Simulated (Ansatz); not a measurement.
**B2Cl2F2H4N2: a few steps of dynamics**

What does B2Cl2F2H4N2 do in its first 25 fs with a Nosé-Hoover thermostat, with the temperature set to 500 K?

The runs use Ansatz 0.2.0, Gaussian basis; revPBE/def2-SVP with D3(BJ) dispersion.

**1. The geometry**

The structure was relaxed beforehand with PBE0-D4 in a triple-zeta def2 set.

SMILES `F[B@-]1(Cl)[NH2+][B@@-](F)(Cl)[NH2+]1`, 12 atoms, charge 0, spin multiplicity 1.

Atoms are counted from 1 here; the program's logs count them from 0.

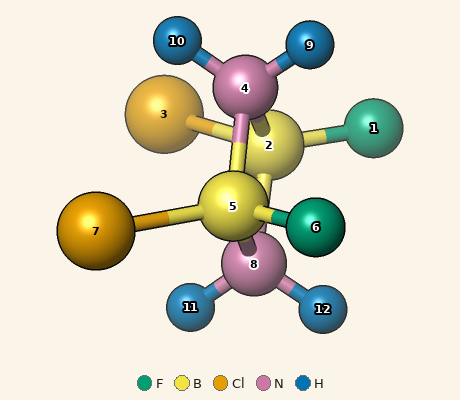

The geometry (fluorine teal, boron yellow, chlorine amber, nitrogen pink, hydrogen blue); atoms are numbered from 1 in the order of the file.

Geometry (Å):

```
F    -0.15440   -1.68141   -1.38297
B    -0.56911   -0.53430   -0.78306
Cl   -2.17221    0.11398   -1.35217
N     0.57257    0.57630   -0.80703
B     0.66867    0.43374    0.77660
F     1.85748   -0.10801    1.15205
Cl    0.19913    1.96848    1.63576
N    -0.49616   -0.65248    0.80380
H     1.41407    0.28324   -1.29292
H     0.28519    1.48658   -1.14399
H    -1.33519   -0.37652    1.29836
H    -0.19314   -1.56471    1.12956
```

**2. Dynamics**

The input, in.yaml:

```yaml
crystal:
  periodic: [false, false, false]
  atoms:
    - {symbol: F, position_ang: [-0.154403, -1.681409, -1.382967]}
    - {symbol: B, position_ang: [-0.569106, -0.534302, -0.783064]}
    - {symbol: Cl, position_ang: [-2.172211, 0.113984, -1.352175]}
    - {symbol: N, position_ang: [0.572570, 0.576301, -0.807033]}
    - {symbol: B, position_ang: [0.668669, 0.433744, 0.776596]}
    - {symbol: F, position_ang: [1.857481, -0.108012, 1.152054]}
    - {symbol: Cl, position_ang: [0.199131, 1.968479, 1.635765]}
    - {symbol: N, position_ang: [-0.496155, -0.652480, 0.803805]}
    - {symbol: H, position_ang: [1.414066, 0.283243, -1.292924]}
    - {symbol: H, position_ang: [0.285192, 1.486579, -1.143986]}
    - {symbol: H, position_ang: [-1.335192, -0.376520, 1.298365]}
    - {symbol: H, position_ang: [-0.193143, -1.564706, 1.129562]}
basis:
  gaussian: {orbitals: def2-SVP}
magnetization: {spin_polarized: true, initial_magnetization: 0}
hamiltonian: {xc: {name: revPBE}, dispersion: d3bj}
md: {timestep: 0.5 fs, n_steps: 50, ensemble: nvt_nose_hoover, temperature: 500, initial_velocities: maxwell_boltzmann, seed: 593}
```

The run is started by

```sh
> ansatz run in.yaml --threads 4 --pin off --events-out ev --progress --plain --max-ram 11315MiB
```

What it wrote:

```text
Functional definition: revPBE
  name "revPBE"
  cite "Zhang & Yang, Phys. Rev. Lett. 80, 890 (1998) doi:10.1103/PhysRevLett.80.890"
  cite "Perdew, Burke & Ernzerhof, Phys. Rev. Lett. 77, 3865 (1996) doi:10.1103/PhysRevLett.77.3865"
  parameter kappa = 1.245
  parameter beta = 0.06672455060314922
  exchange = pbe_x(kappa = kappa, mu = beta*pi^2/3)
  correlation = pbe_c(beta = beta)
1570 factors; their error is unknown
mean field evaluation 1: about -34852.5861 eV, gradient 5.2e1 eV
mean field evaluation 2: about -34835.0634 eV, gradient 8.2e1 eV
mean field evaluation 4: about -34862.5995 eV, gradient 3.4e0 eV
mean field evaluation 8: about -34862.6540 eV, gradient 1.0e-1 eV
mean field evaluation 16: about -34862.5685 eV, gradient 3.8e-5 eV
mean field -34862.56853453 eV, -1281.1757629463 hartree, gradient 3.8e-5 eV, S^2 0.000000; 0 other end points of the search recorded, 0 dependent functions left out
the calculation of the forces begins
reference -34862.56857618 eV, -1281.1757644771 hartree; 40, 40 occupied and 100, 100 virtual orbitals, 1570 factors
md step     0: t =     0.00 fs  T =   500.0 K  F+E_penalty+E_count = -34863.47267033 eV  E_kin = 0.646300 eV  conserved = -34862.82637033 eV  (29 SCF iters)
these checks for a lower state are left out or cut short: starts, cluster_reference, orbital_swaps, neighbouring_geometries, increment
1570 factors; their error is unknown
mean field -34862.57003350 eV, -1281.1758180326 hartree, gradient 1.0e-5 eV, S^2 0.000000; 0 other end points of the search recorded, 0 dependent functions left out
the calculation of the forces begins
reference -34862.57007528 eV, -1281.1758195678 hartree; 40, 40 occupied and 100, 100 virtual orbitals, 1570 factors
md step     1: t =     0.50 fs  T =   500.2 K  F+E_penalty+E_count = -34863.47306058 eV  E_kin = 0.646620 eV  conserved = -34862.82644028 eV  (33 SCF iters, 3 dispersion substeps)
these checks for a lower state are left out or cut short: starts, cluster_reference, orbital_swaps, neighbouring_geometries, increment
1570 factors; their error is unknown
mean field -34862.54926277 eV, -1281.1750547223 hartree, gradient 1.0e-5 eV, S^2 0.000000; 0 other end points of the search recorded, 0 dependent functions left out
the calculation of the forces begins
reference -34862.54930470 eV, -1281.1750562630 hartree; 40, 40 occupied and 100, 100 virtual orbitals, 1570 factors
md step     2: t =     1.00 fs  T =   483.5 K  F+E_penalty+E_count = -34863.45104487 eV  E_kin = 0.624948 eV  conserved = -34862.82609670 eV  (33 SCF iters, 3 dispersion substeps)
[... from here on, the SCF cycles and remarks between the steps are left out ...]
md step     3: t =     1.50 fs  T =   453.5 K  F+E_penalty+E_count = -34863.41177168 eV  E_kin = 0.586227 eV  conserved = -34862.82554609 eV  (33 SCF iters, 3 dispersion substeps)
md step     4: t =     2.00 fs  T =   416.8 K  F+E_penalty+E_count = -34863.36376653 eV  E_kin = 0.538773 eV  conserved = -34862.82499842 eV  (33 SCF iters, 3 dispersion substeps)
md step     5: t =     2.50 fs  T =   379.9 K  F+E_penalty+E_count = -34863.31568970 eV  E_kin = 0.491120 eV  conserved = -34862.82458244 eV  (33 SCF iters, 3 dispersion substeps)
md step     6: t =     3.00 fs  T =   348.1 K  F+E_penalty+E_count = -34863.27421586 eV  E_kin = 0.449892 eV  conserved = -34862.82434877 eV  (33 SCF iters, 3 dispersion substeps)
md step     7: t =     3.50 fs  T =   324.0 K  F+E_penalty+E_count = -34863.24310933 eV  E_kin = 0.418844 eV  conserved = -34862.82430878 eV  (33 SCF iters, 3 dispersion substeps)
md step     8: t =     4.00 fs  T =   308.4 K  F+E_penalty+E_count = -34863.22297783 eV  E_kin = 0.398585 eV  conserved = -34862.82446061 eV  (32 SCF iters, 3 dispersion substeps)
md step     9: t =     4.50 fs  T =   299.1 K  F+E_penalty+E_count = -34863.21133374 eV  E_kin = 0.386650 eV  conserved = -34862.82478209 eV  (33 SCF iters, 3 dispersion substeps)
md step    10: t =     5.00 fs  T =   292.4 K  F+E_penalty+E_count = -34863.20305708 eV  E_kin = 0.377992 eV  conserved = -34862.82520132 eV  (33 SCF iters, 3 dispersion substeps)
md step    11: t =     5.50 fs  T =   283.4 K  F+E_penalty+E_count = -34863.19166740 eV  E_kin = 0.366276 eV  conserved = -34862.82557210 eV  (32 SCF iters, 3 dispersion substeps)
md step    12: t =     6.00 fs  T =   267.8 K  F+E_penalty+E_count = -34863.17168533 eV  E_kin = 0.346220 eV  conserved = -34862.82569652 eV  (32 SCF iters, 3 dispersion substeps)
md step    13: t =     6.50 fs  T =   244.9 K  F+E_penalty+E_count = -34863.14165432 eV  E_kin = 0.316520 eV  conserved = -34862.82542032 eV  (32 SCF iters, 3 dispersion substeps)
md step    14: t =     7.00 fs  T =   218.1 K  F+E_penalty+E_count = -34863.10630854 eV  E_kin = 0.281869 eV  conserved = -34862.82478203 eV  (32 SCF iters, 3 dispersion substeps)
md step    15: t =     7.50 fs  T =   195.0 K  F+E_penalty+E_count = -34863.07573689 eV  E_kin = 0.252049 eV  conserved = -34862.82408906 eV  (32 SCF iters, 3 dispersion substeps)
md step    16: t =     8.00 fs  T =   183.6 K  F+E_penalty+E_count = -34863.06060555 eV  E_kin = 0.237294 eV  conserved = -34862.82377352 eV  (32 SCF iters, 3 dispersion substeps)
md step    17: t =     8.50 fs  T =   187.4 K  F+E_penalty+E_count = -34863.06571170 eV  E_kin = 0.242173 eV  conserved = -34862.82406753 eV  (33 SCF iters, 3 dispersion substeps)
md step    18: t =     9.00 fs  T =   203.0 K  F+E_penalty+E_count = -34863.08657265 eV  E_kin = 0.262382 eV  conserved = -34862.82479857 eV  (32 SCF iters, 3 dispersion substeps)
md step    19: t =     9.50 fs  T =   222.1 K  F+E_penalty+E_count = -34863.11194689 eV  E_kin = 0.287116 eV  conserved = -34862.82553280 eV  (32 SCF iters, 3 dispersion substeps)
md step    20: t =    10.00 fs  T =   236.1 K  F+E_penalty+E_count = -34863.13026106 eV  E_kin = 0.305161 eV  conserved = -34862.82591171 eV  (32 SCF iters, 3 dispersion substeps)
md step    21: t =    10.50 fs  T =   240.0 K  F+E_penalty+E_count = -34863.13510539 eV  E_kin = 0.310186 eV  conserved = -34862.82585297 eV  (33 SCF iters, 3 dispersion substeps)
md step    22: t =    11.00 fs  T =   233.9 K  F+E_penalty+E_count = -34863.12674358 eV  E_kin = 0.302305 eV  conserved = -34862.82550094 eV  (33 SCF iters, 3 dispersion substeps)
md step    23: t =    11.50 fs  T =   221.5 K  F+E_penalty+E_count = -34863.11015678 eV  E_kin = 0.286291 eV  conserved = -34862.82506091 eV  (32 SCF iters, 3 dispersion substeps)
md step    24: t =    12.00 fs  T =   207.8 K  F+E_penalty+E_count = -34863.09197558 eV  E_kin = 0.268624 eV  conserved = -34862.82467900 eV  (33 SCF iters, 3 dispersion substeps)
md step    25: t =    12.50 fs  T =   197.4 K  F+E_penalty+E_count = -34863.07813074 eV  E_kin = 0.255168 eV  conserved = -34862.82442300 eV  (33 SCF iters, 3 dispersion substeps)
md step    26: t =    13.00 fs  T =   193.3 K  F+E_penalty+E_count = -34863.07264180 eV  E_kin = 0.249918 eV  conserved = -34862.82431950 eV  (32 SCF iters, 3 dispersion substeps)
md step    27: t =    13.50 fs  T =   196.9 K  F+E_penalty+E_count = -34863.07709436 eV  E_kin = 0.254450 eV  conserved = -34862.82438413 eV  (32 SCF iters, 3 dispersion substeps)
md step    28: t =    14.00 fs  T =   207.1 K  F+E_penalty+E_count = -34863.09037640 eV  E_kin = 0.267652 eV  conserved = -34862.82462031 eV  (33 SCF iters, 3 dispersion substeps)
md step    29: t =    14.50 fs  T =   221.1 K  F+E_penalty+E_count = -34863.10869629 eV  E_kin = 0.285776 eV  conserved = -34862.82498997 eV  (32 SCF iters, 3 dispersion substeps)
md step    30: t =    15.00 fs  T =   234.5 K  F+E_penalty+E_count = -34863.12628287 eV  E_kin = 0.303161 eV  conserved = -34862.82538553 eV  (32 SCF iters, 3 dispersion substeps)
md step    31: t =    15.50 fs  T =   242.9 K  F+E_penalty+E_count = -34863.13714551 eV  E_kin = 0.313987 eV  conserved = -34862.82563316 eV  (33 SCF iters, 3 dispersion substeps)
md step    32: t =    16.00 fs  T =   243.6 K  F+E_penalty+E_count = -34863.13776257 eV  E_kin = 0.314903 eV  conserved = -34862.82555764 eV  (32 SCF iters, 3 dispersion substeps)
md step    33: t =    16.50 fs  T =   237.9 K  F+E_penalty+E_count = -34863.12963464 eV  E_kin = 0.307450 eV  conserved = -34862.82511186 eV  (33 SCF iters, 3 dispersion substeps)
md step    34: t =    17.00 fs  T =   230.9 K  F+E_penalty+E_count = -34863.11980885 eV  E_kin = 0.298488 eV  conserved = -34862.82447997 eV  (33 SCF iters, 3 dispersion substeps)
md step    35: t =    17.50 fs  T =   230.0 K  F+E_penalty+E_count = -34863.11794169 eV  E_kin = 0.297306 eV  conserved = -34862.82403069 eV  (32 SCF iters, 3 dispersion substeps)
md step    36: t =    18.00 fs  T =   240.1 K  F+E_penalty+E_count = -34863.13079492 eV  E_kin = 0.310371 eV  conserved = -34862.82406775 eV  (33 SCF iters, 3 dispersion substeps)
md step    37: t =    18.50 fs  T =   260.8 K  F+E_penalty+E_count = -34863.15779300 eV  E_kin = 0.337127 eV  conserved = -34862.82458330 eV  (32 SCF iters, 3 dispersion substeps)
md step    38: t =    19.00 fs  T =   286.3 K  F+E_penalty+E_count = -34863.19114696 eV  E_kin = 0.370107 eV  conserved = -34862.82526450 eV  (32 SCF iters, 3 dispersion substeps)
md step    39: t =    19.50 fs  T =   308.9 K  F+E_penalty+E_count = -34863.22044971 eV  E_kin = 0.399273 eV  conserved = -34862.82574493 eV  (32 SCF iters, 3 dispersion substeps)
md step    40: t =    20.00 fs  T =   322.8 K  F+E_penalty+E_count = -34863.23814787 eV  E_kin = 0.417240 eV  conserved = -34862.82584854 eV  (33 SCF iters, 3 dispersion substeps)
md step    41: t =    20.50 fs  T =   326.5 K  F+E_penalty+E_count = -34863.24233471 eV  E_kin = 0.422035 eV  conserved = -34862.82563134 eV  (32 SCF iters, 3 dispersion substeps)
md step    42: t =    21.00 fs  T =   322.3 K  F+E_penalty+E_count = -34863.23611099 eV  E_kin = 0.416580 eV  conserved = -34862.82526065 eV  (33 SCF iters, 3 dispersion substeps)
md step    43: t =    21.50 fs  T =   314.4 K  F+E_penalty+E_count = -34863.22513690 eV  E_kin = 0.406376 eV  conserved = -34862.82488851 eV  (33 SCF iters, 3 dispersion substeps)
md step    44: t =    22.00 fs  T =   307.3 K  F+E_penalty+E_count = -34863.21526389 eV  E_kin = 0.397187 eV  conserved = -34862.82460166 eV  (33 SCF iters, 3 dispersion substeps)
md step    45: t =    22.50 fs  T =   304.5 K  F+E_penalty+E_count = -34863.21106312 eV  E_kin = 0.393544 eV  conserved = -34862.82444220 eV  (32 SCF iters, 3 dispersion substeps)
md step    46: t =    23.00 fs  T =   307.9 K  F+E_penalty+E_count = -34863.21505548 eV  E_kin = 0.397947 eV  conserved = -34862.82443794 eV  (33 SCF iters, 3 dispersion substeps)
md step    47: t =    23.50 fs  T =   317.5 K  F+E_penalty+E_count = -34863.22723256 eV  E_kin = 0.410377 eV  conserved = -34862.82460912 eV  (32 SCF iters, 3 dispersion substeps)
md step    48: t =    24.00 fs  T =   331.2 K  F+E_penalty+E_count = -34863.24478802 eV  E_kin = 0.428045 eV  conserved = -34862.82494439 eV  (32 SCF iters, 3 dispersion substeps)
md step    49: t =    24.50 fs  T =   344.8 K  F+E_penalty+E_count = -34863.26238480 eV  E_kin = 0.445687 eV  conserved = -34862.82537336 eV  (33 SCF iters, 3 dispersion substeps)
these checks for a lower state are left out or cut short: starts, cluster_reference, orbital_swaps, neighbouring_geometries, increment
1570 factors; their error is unknown
mean field -34862.39606236 eV, -1281.1694247109 hartree, gradient 1.1e-5 eV, S^2 0.000000; 0 other end points of the search recorded, 0 dependent functions left out
the calculation of the forces begins
reference -34862.39610469 eV, -1281.1694262666 hartree; 40, 40 occupied and 100, 100 virtual orbitals, 1570 factors
1570 factors; their error is unknown
mean field evaluation 416: about -34862.4829 eV, gradient 1.2e-1 eV
mean field -34862.39606236 eV, -1281.1694247109 hartree, gradient 1.5e-5 eV, S^2 0.000000; 1 other end points of the search recorded, 0 dependent functions left out
the calculation of the forces begins
reference -34862.39610469 eV, -1281.1694262666 hartree; 40, 40 occupied and 100, 100 virtual orbitals, 1570 factors
md step    50: t =    25.00 fs  T =   353.4 K  F+E_penalty+E_count = -34863.27338180 eV  E_kin = 0.456808 eV  conserved = -34862.82574758 eV  (32 SCF iters, 3 dispersion substeps)
Total energy: -34863.27342414 eV, -1281.2016671615 hartree
Atom 0 at    -0.125014    -1.707885    -1.423021 Å, force    -0.135632     0.554495     0.056066 eV/Å
Atom 1 at    -0.560254    -0.530798    -0.837879 Å, force     0.049678    -0.681120     0.567341 eV/Å
Atom 2 at    -2.236432     0.083947    -1.372874 Å, force     0.741354    -0.013762     0.109903 eV/Å
Atom 3 at     0.611168     0.609071    -0.786968 Å, force     0.318152     0.500929    -0.312937 eV/Å
Atom 4 at     0.651471     0.468015     0.773010 Å, force     0.450512    -1.105468     1.147073 eV/Å
Atom 5 at     1.847105    -0.182194     1.168978 Å, force    -0.480370     0.730972    -0.239395 eV/Å
Atom 6 at     0.233661     2.034911     1.664020 Å, force     0.036459    -0.337818    -0.145576 eV/Å
Atom 7 at    -0.499201    -0.684427     0.821010 Å, force    -0.482290     0.964344    -0.453514 eV/Å
Atom 8 at     1.591914     0.458850    -1.118711 Å, force    -0.833608    -0.241765    -0.224717 eV/Å
Atom 9 at     0.318782     1.559275    -1.053548 Å, force    -0.027768    -0.120185    -0.191052 eV/Å
Atom 10 at    -1.371828    -0.394755     1.333812 Å, force     0.854557    -0.673980    -0.426458 eV/Å
Atom 11 at    -0.086660    -1.594140     1.108120 Å, force    -0.491044     0.423359     0.113265 eV/Å
Dipole moment:     0.114851    -0.010574    -0.039630 e Å
```

It took 3.2 min on 4 threads of Arm Neoverse V1, shared host; peak memory 0.6 GiB.

**3. The trajectory**

One row in 4; energies are counted from the first frame:

```
time (fs)  T (K)  potential (meV)  conserved (meV)  B5–F6 (Å)
      0.0    500              0.0             0.00      1.359
      2.0    417            108.9             1.37      1.335
      4.0    308            249.7             1.91      1.319
      6.0    268            301.0             0.67      1.316
      8.0    184            412.1             2.60      1.327
     10.0    236            342.4             0.46      1.349
     12.0    208            380.7             1.69      1.377
     14.0    207            382.3             1.75      1.405
     16.0    244            334.9             0.81      1.428
     18.0    240            341.9             2.30      1.443
     20.0    323            234.5             0.52      1.448
     22.0    307            257.4             1.77      1.443
     24.0    331            227.9             1.43      1.428
```

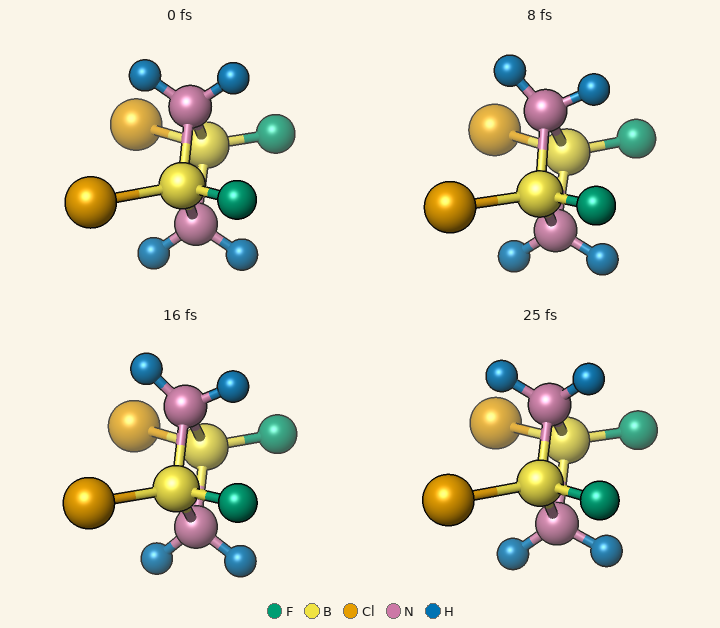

Four frames; sticks are those of the first frame.

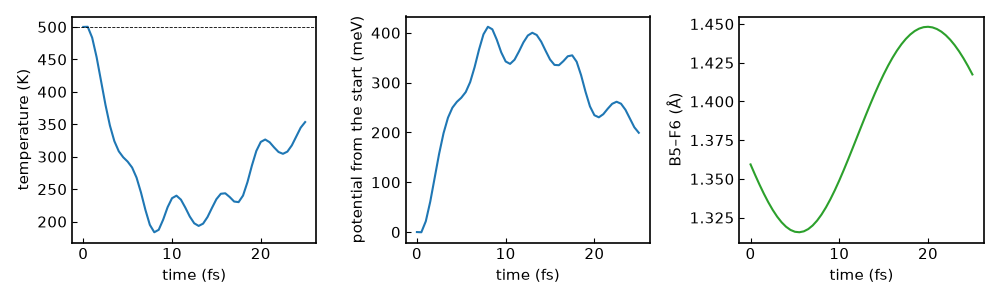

Temperature (the set value dashed), potential energy and the bond that swings most.

Positions (Å) and forces (eV/Å) at 25.0 fs:

```xyz
12

F    -0.125   -1.708   -1.423   -0.136    0.554    0.056
B    -0.560   -0.531   -0.838    0.050   -0.681    0.567
Cl   -2.236    0.084   -1.373    0.741   -0.014    0.110
N     0.611    0.609   -0.787    0.318    0.501   -0.313
B     0.651    0.468    0.773    0.451   -1.105    1.147
F     1.847   -0.182    1.169   -0.480    0.731   -0.239
Cl    0.234    2.035    1.664    0.036   -0.338   -0.146
N    -0.499   -0.684    0.821   -0.482    0.964   -0.454
H     1.592    0.459   -1.119   -0.834   -0.242   -0.225
H     0.319    1.559   -1.054   -0.028   -0.120   -0.191
H    -1.372   -0.395    1.334    0.855   -0.674   -0.426
H    -0.087   -1.594    1.108   -0.491    0.423    0.113
```

**4. Summary of results**

```
                              quantity                          value
                                length             50 steps of 0.5 fs
     temperature, first and last frame                     500, 353 K
              temperature, second half  mean 272 K, from 193 to 353 K
                swing of the potential                        412 meV
largest change of the conserved energy                       2.60 meV
                        range of B5–F6               1.316 to 1.448 Å
```

What this shows: From 500 K at the start the temperature swings between 184 and 500 K: with 12 atoms it has no steady value yet; energy flows between kinetic and potential parts, and any thermostat adds or takes heat. The conserved energy moves by 2.60 meV, 0.6 % of the potential's swing, so the step is short enough for this stretch. B5–F6 swings most, by 0.13 Å; no bond breaks. A run of 25 fs gives no averages.
